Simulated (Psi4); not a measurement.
**CH5BClN (SMILES CNBCl), step by step**

Aim: a structure relaxation (PBE-D3(BJ)/def2-SVP), then vibrational wavenumbers of CH5BClN. 

The calculation is run with Psi4 1.11.

## 1. The structure to begin with

CH5BClN: 9 atoms, total charge 0, spin state singlet. As SMILES, `CNBCl`. The shape is that of a PBE0-D4/def2-TZVP optimisation. This is one conformer, not always the lowest. The run starts from this shape.

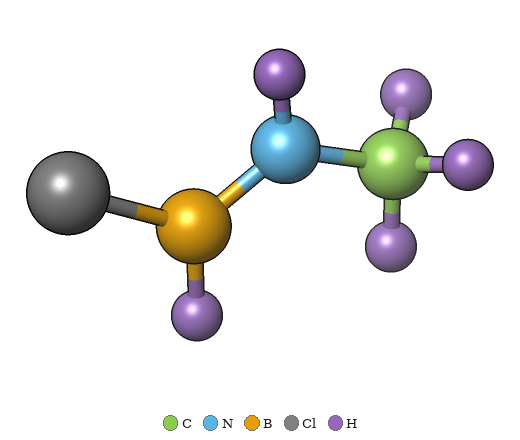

Viewed from a chosen angle; carbon green, nitrogen blue, boron amber, chlorine grey, hydrogen purple.

## 2. A structure relaxation at PBE-D3(BJ)/def2-SVP (density fitting) (run 1)

ch5bcln.xyz

```xyz
9
CH5BClN
C      0.510100     0.482100    -0.973400
N     -0.407900    -0.226000    -0.111700
B     -0.261100    -0.415200     1.248200
Cl    -1.495300    -1.314500     2.144800
H      0.907000    -0.170400    -1.756500
H      0.027900     1.338900    -1.452800
H      1.346700     0.849900    -0.380000
H     -1.220500    -0.605500    -0.573900
H      0.681600     0.014200     1.838200
```

calc.py

```python
import psi4

psi4.set_memory('1600 MB')
psi4.set_num_threads(1)
psi4.core.set_output_file('ch5bcln.out', False)

with open('ch5bcln.xyz') as f:
    atoms = ''.join(f.readlines()[2:])
molecule = psi4.geometry('0 1\n' + atoms + '')

psi4.set_options({
    'basis': 'def2-SVP',
    'geom_maxiter': 60,
})

E, wfn = psi4.optimize("pbe-d3bj", return_wfn=True)
print('E =', round(E, 9))
print(molecule.to_string(dtype='xyz', units='Angstrom'))
for k, v in sorted(psi4.core.scalar_variables().items()):
    print(f'{k:45s} {v:18.10f}')
```

Started as:

```console
$ python calc.py
```

ch5bcln.out:

```text
[...]
  Running in c1 symmetry.
[...]
  Nuclear repulsion =  139.526732547656678
[...]
  Multiplicity = 1
[...]
  Nalpha       = 20
  Nbeta        = 20
[...]
    Number of basis functions: 85
[...]
   @DF-RKS iter   1:  -580.00561238610965    1.75032e-02   1.03014e-02 ADIIS/DIIS
[...]
   @DF-RKS iter   7:  -580.41166864847094   -3.41061e-13   3.64338e-09 DIIS
[...]
    Orbital Energies [Eh]
    ---------------------
    Doubly Occupied:
       1A   -100.617329     2A    -14.013396     3A     -9.939207
       4A     -9.153209     5A     -6.981286     6A     -6.975099
       7A     -6.973559     8A     -6.540353     9A     -0.819337
      10A     -0.734150    11A     -0.612862    12A     -0.488238
      13A     -0.434549    14A     -0.394267    15A     -0.379436
      16A     -0.341869    17A     -0.316584    18A     -0.292179
      19A     -0.251961    20A     -0.231308
[...]
  @DF-RKS Final Energy:  -580.41166864847094
   => Energetics <=
    Nuclear Repulsion Energy =            138.2866280426166554
    One-Electron Energy =               -1071.6430454630913118
    Two-Electron Energy =                 399.0828547037247063
    DFT Exchange-Correlation Energy =     -46.1322886033815891
    Empirical Dispersion Energy =          -0.0058173283394642
    VV10 Nonlocal Energy =                  0.0000000000000000
    Total Energy =                       -580.4116686484709362
[...]
 Multipole Moments:
 ------------------------------------------------------------------------------------
     Multipole            Electronic (a.u.)      Nuclear  (a.u.)        Total (a.u.)
 ------------------------------------------------------------------------------------
 L = 1.  Multiply by 2.5417464519 to convert [e a0] to [Debye]
 Dipole X            :         -5.0799123            5.2568022            0.1768898
 Dipole Y            :         -4.3742154            4.6901387            0.3159233
 Dipole Z            :          7.0237319           -8.0792810           -1.0555492
 Magnitude           :                                                    1.1159219
[...]
  -Total Gradient:
     Atom            X                  Y                   Z
    ------   -----------------  -----------------  -----------------
       1        0.000023776931     0.000008321399     0.000029971527
       2       -0.000045651296    -0.000030187218     0.000033179752
       3        0.000027129920     0.000021790630    -0.000073349517
       4       -0.000036514660    -0.000021973760     0.000013871131
       5       -0.000010029832    -0.000018169465    -0.000004436028
       6       -0.000020949544     0.000000370740    -0.000001126890
       7       -0.000013415253    -0.000011828264     0.000021474478
       8        0.000009980671     0.000013476217    -0.000035679005
       9        0.000012373925     0.000007414088     0.000014873781
[...]
```

It took 21 s on 1 thread of Intel Xeon 6975P-C (Granite Rapids), shared host; peak memory 0.71 GiB.

Steps, from the record of the run:

```tsv
step	energy from the first frame kept (eV)	largest force (eV/Å)
0	0.0000	0.6798
1	-0.0340	0.1053
2	-0.0342	0.0302
3	-0.0342	0.0042
```

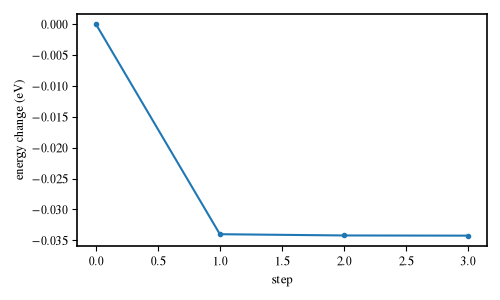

Energy along the run.

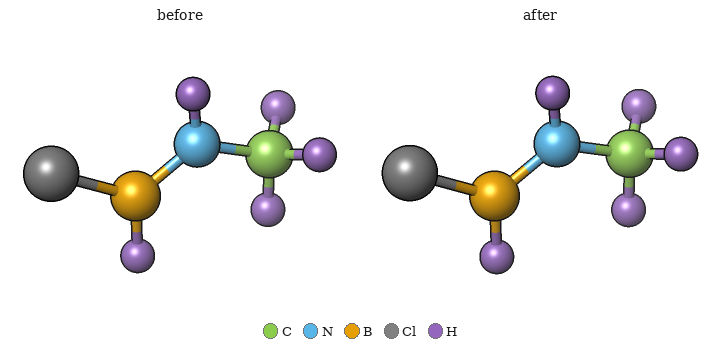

Before and after, at one scale.

After the run. Bond lengths: C1–N2 1.451 Å, N2–B3 1.396 Å, B3–Cl4 1.782 Å, C1–H5 1.112 Å, C1–H6 1.112 Å, C1–H7 1.106 Å, N2–H8 1.024 Å, B3–H9 1.213 Å. Some angles: C1–N2–B3 126.5°, N2–B3–Cl4 119.6°, C1–N2–H8 115.0°, B3–N2–H8 118.6°, N2–C1–H5 111.9°, N2–C1–H6 111.9°, N2–C1–H7 109.4°, N2–B3–H9 121.1°, Cl4–B3–H9 119.3°, H5–C1–H6 107.7°.

## 3. The harmonic vibrations at PBE-D3(BJ)/def2-SVP (density fitting) (run 2)

calc.inp

```
memory 1.6 GB

molecule {
  0 1
  C      0.519274     0.490167    -0.987194
  N     -0.399408    -0.220023    -0.117604
  B     -0.257663    -0.414964     1.257206
  Cl    -1.504818    -1.321195     2.150847
  H      0.924282    -0.167009    -1.787334
  H      0.034436     1.361386    -1.479167
  H      1.372245     0.866697    -0.391667
  H     -1.225075    -0.606417    -0.584595
  H      0.702290     0.023089     1.855841
  units angstrom
}

set reference rks
set t 700.0
set rotational_symmetry_number 1

e_tot, wfn = frequencies('pbe-d3(bj)/def2-SVP', return_wfn=True)
```

Started as:

```console
$ psi4 calc.inp calc.out -n 1
```

calc.out, shortened:

```text
[...]
  Running in c1 symmetry.
[...]
  Nuclear repulsion =  138.286624986354440
[...]
  Multiplicity = 1
[...]
  Nalpha       = 20
  Nbeta        = 20
[...]
    Number of basis functions: 85
[...]
   @DF-RKS iter   1:  -580.01775042038105   -4.16416e-02   1.01489e-02 ADIIS/DIIS
[...]
   @DF-RKS iter  12:  -580.41166732486010   -3.63798e-12   3.88376e-09 DIIS
[...]
  @DF-RKS Final Energy:  -580.41166732486010
   => Energetics <=
    Nuclear Repulsion Energy =            138.2959032278595259
    One-Electron Energy =               -1071.6604466593560119
    Two-Electron Energy =                 399.0915632615703430
    DFT Exchange-Correlation Energy =     -46.1328692265841411
    Empirical Dispersion Energy =          -0.0058179283498510
    VV10 Nonlocal Energy =                  0.0000000000000000
    Total Energy =                       -580.4116673248601046
[...]
  -Total Gradient:
     Atom            X                  Y                   Z
    ------   -----------------  -----------------  -----------------
       1        0.000098201065     0.000046782339     0.000061936442
       2       -0.000495085111    -0.000219697158    -0.000421727687
       3        0.000191248551     0.000092590217     0.000178912737
       4       -0.000066752944    -0.000045055076     0.000006636788
       5       -0.000008796016    -0.000020302418    -0.000002853845
       6       -0.000022407523     0.000001564471     0.000000316687
       7       -0.000004298009    -0.000004063770     0.000013397846
       8        0.000523815095     0.000217849951     0.000466313927
       9       -0.000269197427    -0.000100441923    -0.000304095891
[...]
  ==> Harmonic Vibrational Analysis <==
[...]
  Freq [cm^-1]                 164.6376            198.2259            232.6524
[...]
  IR activ [km/mol]             0.4977              1.0063              0.4807
[...]
  Freq [cm^-1]                 388.7655            674.7975            790.4805
[...]
  IR activ [km/mol]            10.2652             89.1378             42.9814
[...]
  Freq [cm^-1]                1103.1157           1125.6626           1255.8839
[...]
  IR activ [km/mol]             0.1435             64.7895             46.4915
[...]
  Freq [cm^-1]                1392.9342           1414.7301           1419.9850
[...]
  Freq [cm^-1]                1512.4480           2580.4871           2949.8102
[...]
  Freq [cm^-1]                3015.6172           3082.2348           3500.5670
[...]
```

The script printed:

```text
Warning: used thermodynamics relations inappropriate for low-frequency modes: ['164.6376' '198.2259' '232.6524' '388.7655']
```

It took 4.9 min on 1 thread of Intel Xeon 6975P-C (Granite Rapids), shared host; peak memory 0.68 GiB.

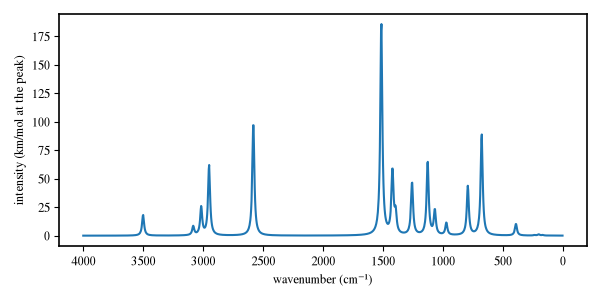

Harmonic infrared spectrum, unscaled, lines broadened by 10 cm⁻¹.

## 4. Summary of results

```
                                                                          quantity             value
                               run 1, PBE-D3(BJ)/def2-SVP: total energy at the end     -580.41167 Eh
                                         run 1, PBE-D3(BJ)/def2-SVP: dipole moment            2.84 D
                                           run 1, PBE-D3(BJ)/def2-SVP: HOMO energy          -6.29 eV
                                           run 1, PBE-D3(BJ)/def2-SVP: LUMO energy          -0.45 eV
                                         run 1, PBE-D3(BJ)/def2-SVP: HOMO–LUMO gap           5.85 eV
                                     run 1, PBE-D3(BJ)/def2-SVP: dispersion energy     -15.27 kJ/mol
                            run 2, PBE-D3(BJ)/def2-SVP: lowest harmonic wavenumber          165 cm⁻¹
                           run 2, PBE-D3(BJ)/def2-SVP: highest harmonic wavenumber         3501 cm⁻¹
                                     run 2, PBE-D3(BJ)/def2-SVP: zero-point energy      177.4 kJ/mol
run 2, PBE-D3(BJ)/def2-SVP: ideal-gas entropy at 700 K (symmetry number 1 as used)  94.0 cal/(mol K)
```

The optimisation (run 1, PBE-D3(BJ)/def2-SVP) took 4 steps and changed the energy by -0.034 eV. All 21 modes are real, so the shape is a minimum at this level.
